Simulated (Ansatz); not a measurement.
**Re: response to strain**

Start from Re in the hcp (Mg type) structure (space group P6_3/mmc, No. 194; relaxed with 0.1 eV smearing).

```
Re
1.0
    2.77642     0.00000     0.00000
   -1.38821     2.40445     0.00000
    0.00000     0.00000     4.48093
Re
2
Direct
  0.66667   0.33333   0.75000
  0.33333   0.66667   0.25000
```

Cartesian axes are those of the cell as printed.

Strains are applied to the cell and any free atomic positions relax.

Level of theory: PBE (Ansatz, a quantum-chemistry and plane-wave program; PAW; 420 eV plane waves; no spin-orbit coupling).

Notes on the quantities. energy relative to the base: free energy F.

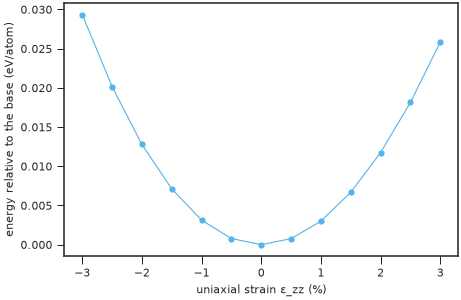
Figure: Energy relative to the base against uniaxial strain ε_zz

| uniaxial strain ε_zz (%) | energy relative to the base |
|---|---|
| -3 | +29 meV/atom |
| -2.5 | +20 meV/atom |
| -2 | +13 meV/atom |
| -1.5 | +7.1 meV/atom |
| -1 | +3.1 meV/atom |
| -0.5 | +0.8 meV/atom |
| 0.5 | +0.8 meV/atom |
| 1 | +3.0 meV/atom |
| 1.5 | +6.7 meV/atom |
| 2 | +12 meV/atom |
| 2.5 | +18 meV/atom |
| 3 | +26 meV/atom |

No phonon test of stability was made. The final runs are not spin-polarised.
